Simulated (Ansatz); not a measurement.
Molecular dynamics, with input and output: SnHClF (charge +1) (part 2 of 2)

The same run, continued: SnHClF, charge +1; RKS PBE0/def2-SVP (Ansatz 0.2.0). It belongs to a series of runs on one base structure; here: dynamics from the start.

Geometry of the input (Å):
```
F  -1.7877  -0.0082  0.3875
Sn 0.0350  0.1335  -0.0868
Cl 1.2385  -1.6049  0.6886
H  0.5142  1.4797  -0.9893
```

### Output, continued
```
md step   113: t =    56.50 fs  T =    35.4 K  F+E_penalty+E_count = -21066.79856373 eV  E_kin = 0.009154 eV  conserved = -21066.79403252 eV  (14 SCF iters)
md step   114: t =    57.00 fs  T =    35.6 K  F+E_penalty+E_count = -21066.79848720 eV  E_kin = 0.009206 eV  conserved = -21066.79403312 eV  (14 SCF iters)
md step   115: t =    57.50 fs  T =    35.6 K  F+E_penalty+E_count = -21066.79836686 eV  E_kin = 0.009215 eV  conserved = -21066.79403353 eV  (14 SCF iters)
md step   116: t =    58.00 fs  T =    35.5 K  F+E_penalty+E_count = -21066.79819502 eV  E_kin = 0.009175 eV  conserved = -21066.79403372 eV  (14 SCF iters)
md step   117: t =    58.50 fs  T =    35.1 K  F+E_penalty+E_count = -21066.79796742 eV  E_kin = 0.009079 eV  conserved = -21066.79403367 eV  (14 SCF iters)
md step   118: t =    59.00 fs  T =    34.5 K  F+E_penalty+E_count = -21066.79768351 eV  E_kin = 0.008927 eV  conserved = -21066.79403339 eV  (14 SCF iters)
md step   119: t =    59.50 fs  T =    33.7 K  F+E_penalty+E_count = -21066.79734658 eV  E_kin = 0.008720 eV  conserved = -21066.79403287 eV  (14 SCF iters)
md step   120: t =    60.00 fs  T =    32.7 K  F+E_penalty+E_count = -21066.79696352 eV  E_kin = 0.008466 eV  conserved = -21066.79403217 eV  (14 SCF iters)
md step   121: t =    60.50 fs  T =    31.6 K  F+E_penalty+E_count = -21066.79654443 eV  E_kin = 0.008173 eV  conserved = -21066.79403131 eV  (14 SCF iters)
md step   122: t =    61.00 fs  T =    30.4 K  F+E_penalty+E_count = -21066.79610192 eV  E_kin = 0.007853 eV  conserved = -21066.79403036 eV  (14 SCF iters)
md step   123: t =    61.50 fs  T =    29.1 K  F+E_penalty+E_count = -21066.79565032 eV  E_kin = 0.007521 eV  conserved = -21066.79402938 eV  (13 SCF iters)
md step   124: t =    62.00 fs  T =    27.8 K  F+E_penalty+E_count = -21066.79520473 eV  E_kin = 0.007191 eV  conserved = -21066.79402841 eV  (13 SCF iters)
md step   125: t =    62.50 fs  T =    26.6 K  F+E_penalty+E_count = -21066.79478012 eV  E_kin = 0.006877 eV  conserved = -21066.79402753 eV  (13 SCF iters)
md step   126: t =    63.00 fs  T =    25.5 K  F+E_penalty+E_count = -21066.79439030 eV  E_kin = 0.006595 eV  conserved = -21066.79402679 eV  (13 SCF iters)
md step   127: t =    63.50 fs  T =    24.6 K  F+E_penalty+E_count = -21066.79404713 eV  E_kin = 0.006357 eV  conserved = -21066.79402623 eV  (13 SCF iters)
md step   128: t =    64.00 fs  T =    23.9 K  F+E_penalty+E_count = -21066.79375966 eV  E_kin = 0.006171 eV  conserved = -21066.79402589 eV  (13 SCF iters)
md step   129: t =    64.50 fs  T =    23.4 K  F+E_penalty+E_count = -21066.79353361 eV  E_kin = 0.006046 eV  conserved = -21066.79402578 eV  (13 SCF iters)
md step   130: t =    65.00 fs  T =    23.1 K  F+E_penalty+E_count = -21066.79337097 eV  E_kin = 0.005983 eV  conserved = -21066.79402592 eV  (13 SCF iters)
md step   131: t =    65.50 fs  T =    23.1 K  F+E_penalty+E_count = -21066.79326979 eV  E_kin = 0.005981 eV  conserved = -21066.79402629 eV  (13 SCF iters)
md step   132: t =    66.00 fs  T =    23.4 K  F+E_penalty+E_count = -21066.79322425 eV  E_kin = 0.006037 eV  conserved = -21066.79402688 eV  (13 SCF iters)
md step   133: t =    66.50 fs  T =    23.8 K  F+E_penalty+E_count = -21066.79322500 eV  E_kin = 0.006141 eV  conserved = -21066.79402765 eV  (14 SCF iters)
md step   134: t =    67.00 fs  T =    24.3 K  F+E_penalty+E_count = -21066.79325965 eV  E_kin = 0.006282 eV  conserved = -21066.79402855 eV  (14 SCF iters)
md step   135: t =    67.50 fs  T =    24.9 K  F+E_penalty+E_count = -21066.79331352 eV  E_kin = 0.006445 eV  conserved = -21066.79402951 eV  (14 SCF iters)
md step   136: t =    68.00 fs  T =    25.6 K  F+E_penalty+E_count = -21066.79337057 eV  E_kin = 0.006616 eV  conserved = -21066.79403048 eV  (14 SCF iters)
md step   137: t =    68.50 fs  T =    26.2 K  F+E_penalty+E_count = -21066.79341440 eV  E_kin = 0.006777 eV  conserved = -21066.79403139 eV  (14 SCF iters)
md step   138: t =    69.00 fs  T =    26.7 K  F+E_penalty+E_count = -21066.79342941 eV  E_kin = 0.006913 eV  conserved = -21066.79403216 eV  (14 SCF iters)
md step   139: t =    69.50 fs  T =    27.1 K  F+E_penalty+E_count = -21066.79340187 eV  E_kin = 0.007009 eV  conserved = -21066.79403273 eV  (14 SCF iters)
md step   140: t =    70.00 fs  T =    27.3 K  F+E_penalty+E_count = -21066.79332098 eV  E_kin = 0.007055 eV  conserved = -21066.79403305 eV  (14 SCF iters)
md step   141: t =    70.50 fs  T =    27.2 K  F+E_penalty+E_count = -21066.79317978 eV  E_kin = 0.007041 eV  conserved = -21066.79403309 eV  (14 SCF iters)
md step   142: t =    71.00 fs  T =    26.9 K  F+E_penalty+E_count = -21066.79297580 eV  E_kin = 0.006965 eV  conserved = -21066.79403281 eV  (14 SCF iters)
md step   143: t =    71.50 fs  T =    26.4 K  F+E_penalty+E_count = -21066.79271145 eV  E_kin = 0.006828 eV  conserved = -21066.79403223 eV  (14 SCF iters)
md step   144: t =    72.00 fs  T =    25.7 K  F+E_penalty+E_count = -21066.79239407 eV  E_kin = 0.006635 eV  conserved = -21066.79403137 eV  (14 SCF iters)
md step   145: t =    72.50 fs  T =    24.7 K  F+E_penalty+E_count = -21066.79203564 eV  E_kin = 0.006398 eV  conserved = -21066.79403028 eV  (14 SCF iters)
md step   146: t =    73.00 fs  T =    23.7 K  F+E_penalty+E_count = -21066.79165207 eV  E_kin = 0.006132 eV  conserved = -21066.79402902 eV  (14 SCF iters)
md step   147: t =    73.50 fs  T =    22.6 K  F+E_penalty+E_count = -21066.79126216 eV  E_kin = 0.005855 eV  conserved = -21066.79402768 eV  (14 SCF iters)
md step   148: t =    74.00 fs  T =    21.6 K  F+E_penalty+E_count = -21066.79088634 eV  E_kin = 0.005587 eV  conserved = -21066.79402635 eV  (14 SCF iters)
md step   149: t =    74.50 fs  T =    20.7 K  F+E_penalty+E_count = -21066.79054509 eV  E_kin = 0.005350 eV  conserved = -21066.79402509 eV  (14 SCF iters)
these checks for a lower state are left out or cut short: stability, starts, cluster_reference, orbital_swaps, neighbouring_geometries, increment
735 factors; integrals over basis functions are off by at most 3.4e-4 eV
mean field -21066.79025760 eV, -774.1902623834 hartree, gradient 1.1e-6 eV, S^2 0.000000; 0 other end points of the search recorded, 0 dependent functions left out
the calculation of the forces begins
reference -21066.79028214 eV, -774.1902632853 hartree; 24, 24 occupied and 39, 39 virtual orbitals, 735 factors
md step   150: t =    75.00 fs  T =    20.0 K  F+E_penalty+E_count = -21066.79025760 eV  E_kin = 0.005162 eV  conserved = -21066.79402409 eV  (14 SCF iters)
```

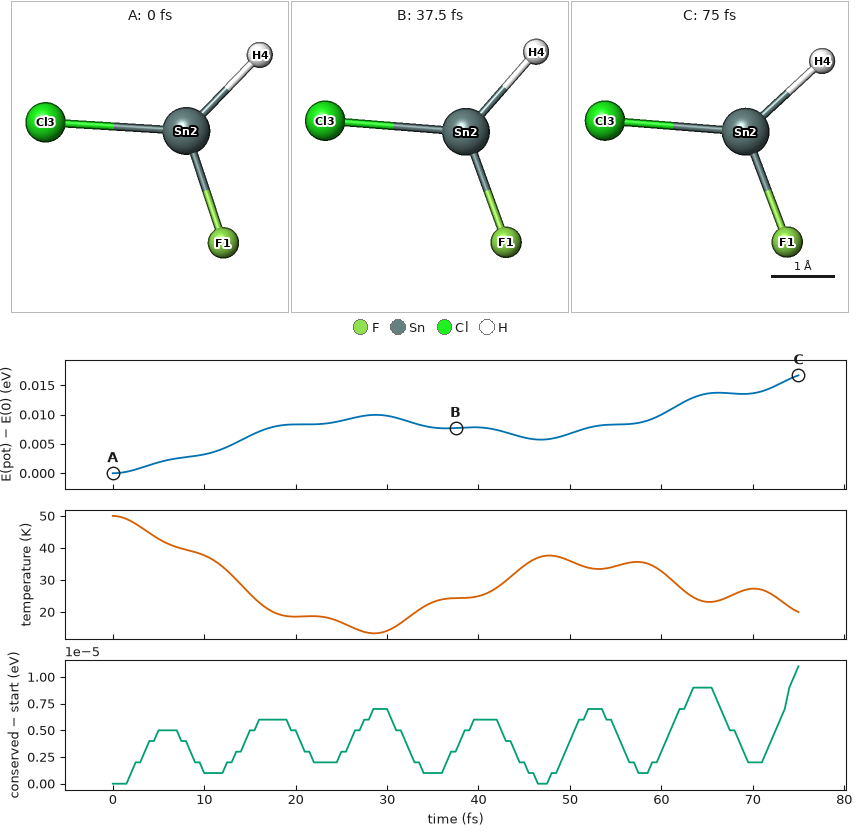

Figure 1. Frames of the molecular dynamics (ball-and-stick, seen on its broad side) above the curves, on which the letters mark them. The trajectory kept here has 151 frames over 75 fs. The temperature starts at 50 K, ranges from 13 to 50 K and averages 30 K over the second half. The potential energy ends 0.017 eV above its first value. The conserved quantity stays within 1.1e-05 eV. After an unweighted best fit of the last frame on the first, the root-mean-square displacement is 0.06 Å.

```
Total energy: -21066.79028214 eV, -774.1902632853 hartree
Atom 0 at    -1.802640     0.054115     0.363408 Å, force    -0.048565    -0.153412     0.042646 eV/Å
Atom 1 at     0.030242     0.120814    -0.083453 Å, force    -0.020911     0.008215     0.171272 eV/Å
Atom 2 at     1.266490    -1.598986     0.684475 Å, force    -0.076726     0.000617    -0.038499 eV/Å
Atom 3 at     0.442329     1.532111    -0.886620 Å, force     0.146202     0.144580    -0.175419 eV/Å
Dipole moment:     0.442559     0.444660    -0.376482 e Å
Checks for a lower state left out: stability, starts, cluster_reference, orbital_swaps, neighbouring_geometries, increment
```

### Trajectory as extended XYZ (Å, eV, eV/Å), 21 of the 151 frames kept, from step=0 to step=150
```
4
Properties=species:S:1:pos:R:3:forces:R:3 step=0 time_fs=0.0 energy=-21066.80696 temperature=50.0
F    -1.7877   -0.0082    0.3875    0.0027  -0.0005  -0.0003
Sn    0.0350    0.1335   -0.0868   -0.0023   0.0020  -0.0007
Cl    1.2385   -1.6049    0.6886   -0.0003  -0.0005   0.0004
H     0.5142    1.4797   -0.9893   -0.0002  -0.0010   0.0006
4
Properties=species:S:1:pos:R:3:forces:R:3 step=8 time_fs=4.0 energy=-21066.80558 temperature=44.7
F    -1.7910   -0.0048    0.3844    0.0577   0.0084  -0.0068
Sn    0.0347    0.1327   -0.0853   -0.1049  -0.0994   0.0487
Cl    1.2402   -1.6026    0.6859    0.0186  -0.0459   0.0335
H     0.5312    1.4519   -0.9989    0.0285   0.1370  -0.0754
4
Properties=species:S:1:pos:R:3:forces:R:3 step=15 time_fs=7.5 energy=-21066.80432 temperature=39.8
F    -1.7935   -0.0017    0.3817    0.0900   0.0152  -0.0090
Sn    0.0344    0.1319   -0.0840   -0.1420  -0.0742   0.0140
Cl    1.2417   -1.6007    0.6837    0.0373  -0.0862   0.0621
H     0.5477    1.4352   -1.0114    0.0147   0.1452  -0.0671
4
Properties=species:S:1:pos:R:3:forces:R:3 step=22 time_fs=11.0 energy=-21066.80335 temperature=36.2
F    -1.7955    0.0015    0.3789    0.1003   0.0202  -0.0061
Sn    0.0339    0.1311   -0.0827   -0.1169   0.0527  -0.0965
Cl    1.2434   -1.5991    0.6817    0.0554  -0.1231   0.0879
H     0.5649    1.4265   -1.0276   -0.0388   0.0502   0.0147
4
Properties=species:S:1:pos:R:3:forces:R:3 step=30 time_fs=15.0 energy=-21066.80056 temperature=25.7
F    -1.7970    0.0053    0.3756    0.0870   0.0221   0.0033
Sn    0.0332    0.1302   -0.0813   -0.0536   0.1941  -0.2269
Cl    1.2455   -1.5978    0.6798    0.0683  -0.1522   0.1101
H     0.5815    1.4198   -1.0447   -0.1017  -0.0640   0.1136
4
Properties=species:S:1:pos:R:3:forces:R:3 step=38 time_fs=19.0 energy=-21066.79869 temperature=18.7
F    -1.7979    0.0093    0.3723    0.0559   0.0195   0.0175
Sn    0.0325    0.1295   -0.0802   -0.0076   0.2071  -0.2669
Cl    1.2479   -1.5972    0.6783    0.0661  -0.1595   0.1210
H     0.5908    1.4089   -1.0537   -0.1143  -0.0671   0.1284
4
Properties=species:S:1:pos:R:3:forces:R:3 step=45 time_fs=22.5 energy=-21066.79858 temperature=18.6
F    -1.7982    0.0130    0.3696    0.0215   0.0139   0.0321
Sn    0.0318    0.1292   -0.0795    0.0040   0.1006  -0.2130
Cl    1.2503   -1.5971    0.6774    0.0506  -0.1469   0.1209
H     0.5919    1.3954   -1.0539   -0.0761   0.0324   0.0600
4
Properties=species:S:1:pos:R:3:forces:R:3 step=52 time_fs=26.0 energy=-21066.79764 temperature=15.4
F    -1.7984    0.0168    0.3670   -0.0149   0.0060   0.0470
Sn    0.0312    0.1289   -0.0790    0.0102  -0.0415  -0.1284
Cl    1.2529   -1.5976    0.6770    0.0265  -0.1208   0.1132
H     0.5887    1.3838   -1.0506   -0.0218   0.1563  -0.0318
4
Properties=species:S:1:pos:R:3:forces:R:3 step=60 time_fs=30.0 energy=-21066.79715 temperature=14.1
F    -1.7988    0.0212    0.3643   -0.0535  -0.0045   0.0620
Sn    0.0304    0.1285   -0.0786    0.0561  -0.1119  -0.0946
Cl    1.2560   -1.5986    0.6769   -0.0049  -0.0822   0.0976
H     0.5833    1.3814   -1.0490    0.0024   0.1986  -0.0651
4
Properties=species:S:1:pos:R:3:forces:R:3 step=68 time_fs=34.0 energy=-21066.79887 temperature=21.6
F    -1.7997    0.0258    0.3622   -0.0789  -0.0152   0.0719
Sn    0.0297    0.1280   -0.0783    0.1488  -0.0328  -0.1635
Cl    1.2591   -1.6000    0.6772   -0.0358  -0.0402   0.0774
H     0.5775    1.3934   -1.0517   -0.0341   0.0883   0.0142
4
Properties=species:S:1:pos:R:3:forces:R:3 step=75 time_fs=37.5 energy=-21066.79925 temperature=24.3
F    -1.8009    0.0297    0.3607   -0.0795  -0.0250   0.0743
Sn    0.0292    0.1275   -0.0782    0.2188   0.0723  -0.2383
Cl    1.2618   -1.6015    0.6778   -0.0631  -0.0016   0.0566
H     0.5703    1.4100   -1.0533   -0.0762  -0.0458   0.1073
4
Properties=species:S:1:pos:R:3:forces:R:3 step=82 time_fs=41.0 energy=-21066.79928 temperature=25.9
F    -1.8027    0.0336    0.3596   -0.0540  -0.0355   0.0703
Sn    0.0289    0.1271   -0.0783    0.2308   0.1065  -0.2470
Cl    1.2644   -1.6029    0.6786   -0.0924   0.0396   0.0334
H     0.5584    1.4246   -1.0489   -0.0844  -0.1105   0.1433
4
Properties=species:S:1:pos:R:3:forces:R:3 step=90 time_fs=45.0 energy=-21066.80087 temperature=34.5
F    -1.8052    0.0379    0.3589    0.0030  -0.0492   0.0591
Sn    0.0289    0.1267   -0.0788    0.1612   0.0105  -0.1446
Cl    1.2670   -1.6045    0.6797   -0.1280   0.0879   0.0048
H     0.5386    1.4347   -1.0338   -0.0362  -0.0491   0.0807
4
Properties=species:S:1:pos:R:3:forces:R:3 step=98 time_fs=49.0 energy=-21066.80069 temperature=37.0
F    -1.8078    0.0421    0.3586    0.0723  -0.0646   0.0442
Sn    0.0290    0.1263   -0.0795    0.0464  -0.1578   0.0174
Cl    1.2692   -1.6057    0.6808   -0.1598   0.1301  -0.0227
H     0.5153    1.4419   -1.0121    0.0412   0.0924  -0.0389
4
Properties=species:S:1:pos:R:3:forces:R:3 step=105 time_fs=52.5 energy=-21066.79902 temperature=33.5
F    -1.8097    0.0454    0.3587    0.1239  -0.0787   0.0318
Sn    0.0292    0.1258   -0.0801   -0.0291  -0.2286   0.1078
Cl    1.2706   -1.6064    0.6818   -0.1776   0.1538  -0.0425
H     0.4964    1.4536   -0.9942    0.0828   0.1536  -0.0970
4
Properties=species:S:1:pos:R:3:forces:R:3 step=112 time_fs=56.0 energy=-21066.79861 temperature=35.1
F    -1.8109    0.0484    0.3590    0.1542  -0.0925   0.0226
Sn    0.0294    0.1250   -0.0806   -0.0476  -0.1448   0.0946
Cl    1.2715   -1.6066    0.6827   -0.1817   0.1605  -0.0560
H     0.4812    1.4744   -0.9808    0.0752   0.0768  -0.0611
4
Properties=species:S:1:pos:R:3:forces:R:3 step=120 time_fs=60.0 energy=-21066.79696 temperature=32.7
F    -1.8111    0.0512    0.3595    0.1564  -0.1076   0.0179
Sn    0.0296    0.1239   -0.0811   -0.0202   0.0681   0.0055
Cl    1.2717   -1.6061    0.6835   -0.1717   0.1484  -0.0631
H     0.4683    1.5041   -0.9686    0.0354  -0.1089   0.0397
4
Properties=species:S:1:pos:R:3:forces:R:3 step=128 time_fs=64.0 energy=-21066.79376 temperature=23.9
F    -1.8101    0.0533    0.3602    0.1270  -0.1223   0.0197
Sn    0.0297    0.1228   -0.0817    0.0074   0.2235  -0.0456
Cl    1.2713   -1.6050    0.6841   -0.1528   0.1220  -0.0635
H     0.4575    1.5275   -0.9529    0.0184  -0.2232   0.0894
4
Properties=species:S:1:pos:R:3:forces:R:3 step=135 time_fs=67.5 energy=-21066.79331 temperature=24.9
F    -1.8083    0.0545    0.3609    0.0816  -0.1347   0.0255
Sn    0.0299    0.1220   -0.0822    0.0073   0.2194  -0.0071
Cl    1.2703   -1.6035    0.6844   -0.1334   0.0920  -0.0602
H     0.4489    1.5358   -0.9331    0.0446  -0.1767   0.0418
4
Properties=species:S:1:pos:R:3:forces:R:3 step=142 time_fs=71.0 energy=-21066.79298 temperature=26.9
F    -1.8058    0.0548    0.3619    0.0237  -0.1457   0.0336
Sn    0.0301    0.1214   -0.0828   -0.0112   0.1072   0.0889
Cl    1.2688   -1.6016    0.6845   -0.1110   0.0553  -0.0532
H     0.4426    1.5345   -0.9098    0.0985  -0.0169  -0.0693
4
Properties=species:S:1:pos:R:3:forces:R:3 step=150 time_fs=75.0 energy=-21066.79026 temperature=20.0
F    -1.8026    0.0541    0.3634   -0.0486  -0.1534   0.0426
Sn    0.0302    0.1208   -0.0835   -0.0209   0.0082   0.1713
Cl    1.2665   -1.5990    0.6845   -0.0767   0.0006  -0.0385
H     0.4423    1.5321   -0.8866    0.1462   0.1446  -0.1754
```

### Results in brief

```tsv
quantity	value
outcome	finished
mean temperature over the second half	30 K
trajectory	150 steps, 75 fs
ensemble	nvt_nose_hoover
temperature in the input	50.0 K
time step	0.5 fs
potential energy (last step)	−21066.7903 eV
mean-field energy (last step)	−21066.7903 eV
largest force (length of the vector) (last step)	0.270 eV/Å
hardware	1 thread of Intel Xeon @ 3.00GHz (Skylake/Cascade Lake), 16 GiB of memory available, shared host
wall time	4.1 min
peak memory	0.13 GiB
```

### Remarks

So short a trajectory is not equilibrated. The temperature stays far from the 50 K of the thermostat over the second half: the run isn't equilibrated.
